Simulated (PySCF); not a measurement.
# Ge₂H₆, SMILES `[GeH3][GeH3]`: electronic structure

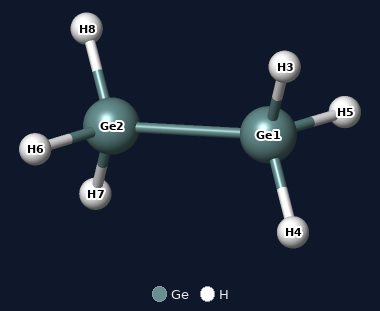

The molecule, with its atoms numbered as below. No frequency check shows the geometry to be a minimum.

Cartesian coordinates (Å):

```
Ge1     -1.1816    0.0001   -0.0001
Ge2      1.1815    0.0000    0.0000
H3      -1.7715    1.0928   -0.8373
H4      -1.7694   -1.2749   -0.5263
H5      -1.7716    0.1788    1.3649
H6       1.7715   -0.1851   -1.3640
H7       1.7714   -1.0888    0.8424
H8       1.7715    1.2738    0.5219
```

## 1. Bonding charge

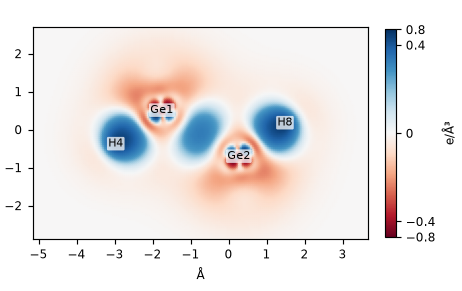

Deformation density (molecule less spherical, spin-averaged free atoms) in the plane of Ge1, Ge2, H4 and H8; colour scale in e/Å³, logarithmic beyond ±0.1; blue: gain, red: loss.

PySCF calculation, B3LYP/def2-SVPD, gas phase; geometry: GFN2-xTB.

Describe the bonding that the map shows.

Answer. Ge2–H8 and Ge1–H4: +0.24 e/Å³ at the bond critical point (bond length 1.50 Å). Ge1–Ge2: +0.20 e/Å³ at the bond critical point (bond length 2.36 Å). In all, 1.7 electrons gather in the regions of gain relative to the promolecule.

## 2. Bond critical points

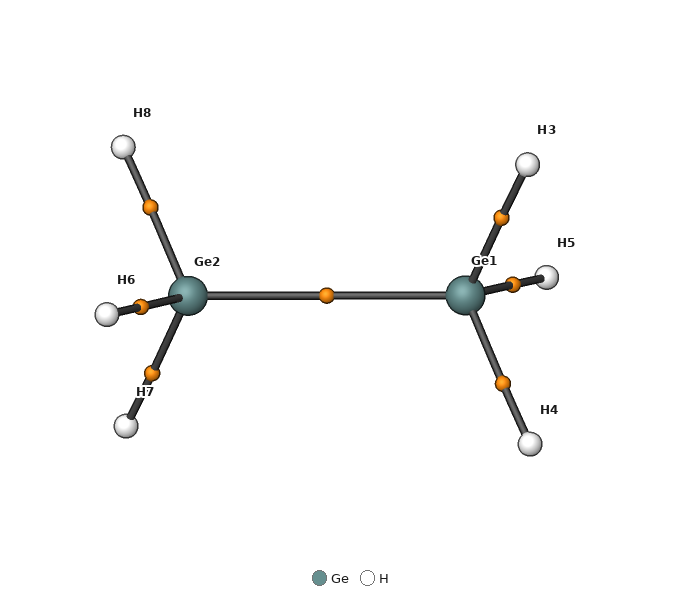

Molecular graph of the electron density (QTAIM): bond paths, bond critical points (orange), ring points (yellow, if any); weak paths are dashed.

How many critical points of each kind are there, and does the count close?

Answer. 8 nuclei, 7 bond, 0 ring and 0 cage critical points: 8 − 7 + 0 − 0 = 1, as the Poincaré–Hopf relation requires.

Tabulate density, Laplacian, ellipticity and energy density at the bond critical points (atomic units).

Answer.
| bond | length (Å) | ρ (a.u.) | ∇²ρ (a.u.) | ε | H (a.u.) |
| --- | --- | --- | --- | --- | --- |
| Ge1–H3 (6 alike) | 1.498 | 0.141 | +0.08 | 0.01 | −0.087 |
| Ge1–Ge2 | 2.363 | 0.091 | −0.08 | 0.00 | −0.043 |

What kind of interaction is Ge1–Ge2?

Answer. Shared-shell (covalent): ρ = 0.091, ∇²ρ = −0.08, H = −0.043 a.u.

## 3. Electrostatic potential

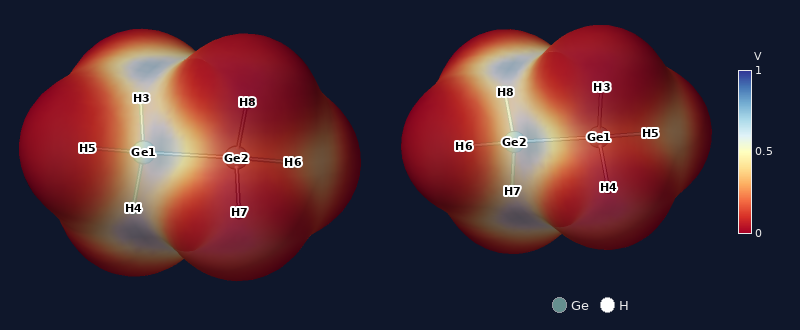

Electrostatic potential on the surface of electron density 0.001 a.u. (back view left, front view right).

Where are the extremes of the potential on the surface?

Answer. Highest: 0.70 V, about equally far (2.2 Å) from Ge1, H3 and H5, and at like points elsewhere. Lowest: 0.00 V, 1.5 Å from H8, and at like points elsewhere. The surface is sampled at points, so like sites can differ by a few per cent and only the strongest of them is named.

What volume does the surface enclose, and what is the dipole moment?

Answer. About 109 Å³; the dipole moment is 0.0 D.

## 4. Excited states

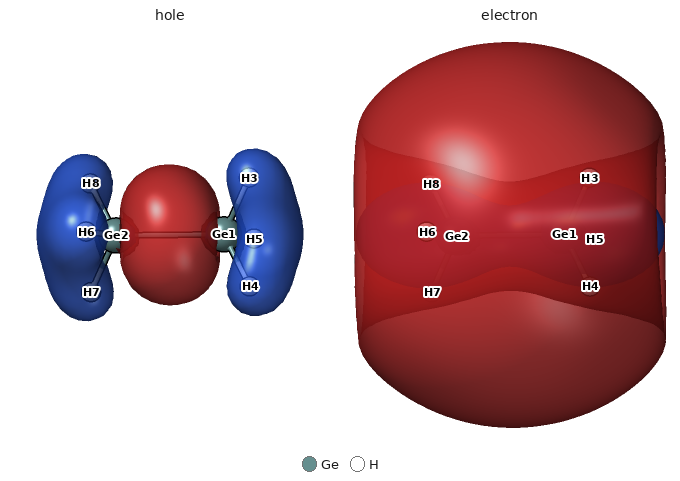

Leading natural transition orbital pair of S₁ (TDA singlet states); the surfaces enclose about 85 % of each orbital's density.

Level of theory: M06-2X/def2-SVPD (PySCF), at a geometry from GFN2-xTB.

Give its energy and the atoms that hole and electron lie on.

Answer. 7.76 eV (160 nm), f = 0.000 (dark), diffuse (Rydberg-like) orbital; the leading pair carries 100 %; hole on Ge1 and Ge2 (38 % each), electron on Ge1 and Ge2 (30 % each) and H3, H4, H5, H6, H7 and H8 (7 % each) (atom shares of so diffuse an orbital are rough); their centroids lie 0.0 Å apart. In canonical orbitals it is mainly HOMO → LUMO (97 %). The HOMO–LUMO gap is 10.19 eV.

## 5. Removing or adding an electron

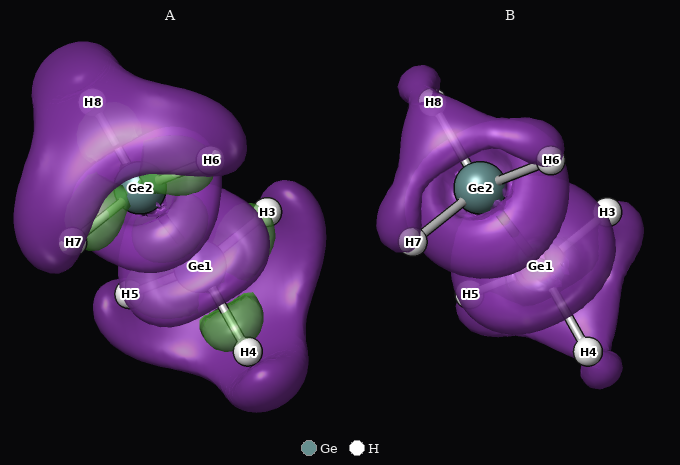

The Fukui function f⁺ from two separate SCF calculations and the density of the LUMO, at ±0.015 e/Å³ (purple positive, green negative).

Level of theory: PBE0/def2-TZVP (PySCF), at a geometry from GFN2-xTB.

Which panel is which, and how good is the frozen-orbital picture?

Answer. A is f⁺ (it has negative regions), B the LUMO density. The LUMO lies on Ge1 and Ge2 (31 % each) and H3, H4, H5, H6, H7 and H8 (6 % each); f⁺ (Hirshfeld-condensed) is largest on Ge1 and Ge2 (0.24 each); the vertical electron affinity is −2.02 eV (the stability of the anion's solution wasn't checked; negative, but this basis has no diffuse functions, so it doesn't show that the anion is unbound). Relaxation shifts 14 % of the electron between atoms. The orbital energy is 0.48 eV.

## 6. Localised orbitals

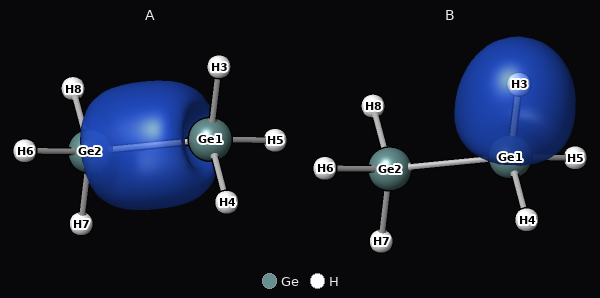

Intrinsic bond orbitals (IBO), occupied; each surface holds about 70 % of the orbital's density. Energies are diagonal elements of the Fock matrix.

Method: B3LYP/6-311G**; geometry: GFN2-xTB; program: PySCF.

Name the orbitals, with their atomic make-up and energies.

Answer. By panel:
- A: σ bond Ge2–Ge1 (Ge2 50 %, Ge1 50 %; −11.3 eV)
- B: σ bond H3–Ge1 (H3 53 %, Ge1 46 %; −11.2 eV)

How do all the valence pairs divide up?

Answer. 17 pairs: 10 d pairs and 7 σ bonds.

## 7. Stretching a bond

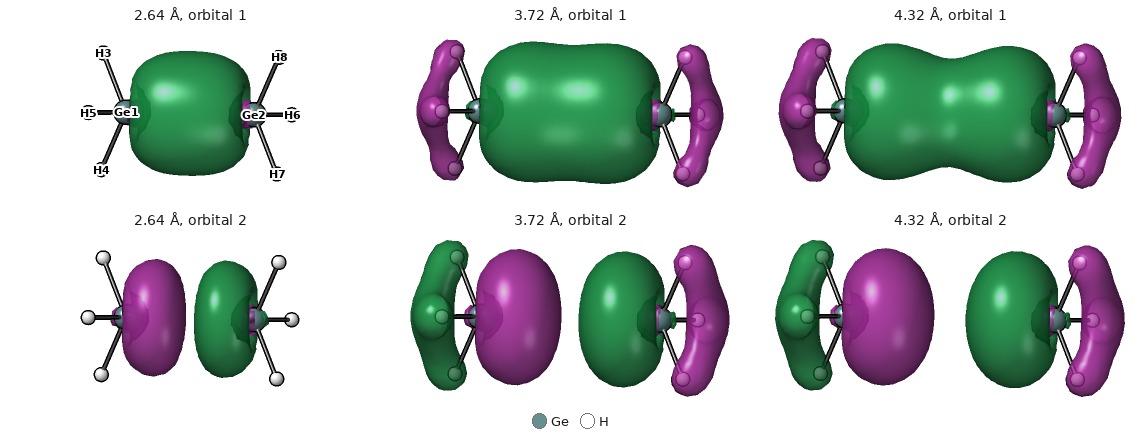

Rigid stretch of the Ge1–Ge2 bond. The two CASSCF(2,2) natural orbitals nearest half filling (orbital 1 the more occupied).

Method: cc-pVDZ basis; geometry: GFN2-xTB; program: PySCF.

How do the occupations change along the stretch?

Answer. 2.64 Å: 1.97 and 0.03; 3.72 Å: 1.75 and 0.25; 4.32 Å: 1.48 and 0.52. At the longest distance computed (6.72 Å) they are 1.02 and 0.98, and the effective number of unpaired electrons is 2.0.

Where does the UHF solution part from RHF?

Answer. Between 2.88 Å (⟨S²⟩ = 0, the two coincide) and 3.24 Å (⟨S²⟩ = 0.17); at 6.72 Å ⟨S²⟩ is 1.01 and UHF lies 3.8 eV below RHF.

How much energy does the stretch cost?

Answer. By CASSCF, 2.6 eV from the lowest point of the scan (2.40 Å) to 6.72 Å; RHF gives 6.1 eV from its own lowest point. The fragments aren't relaxed and dynamic correlation is missing, so this isn't a bond dissociation energy.
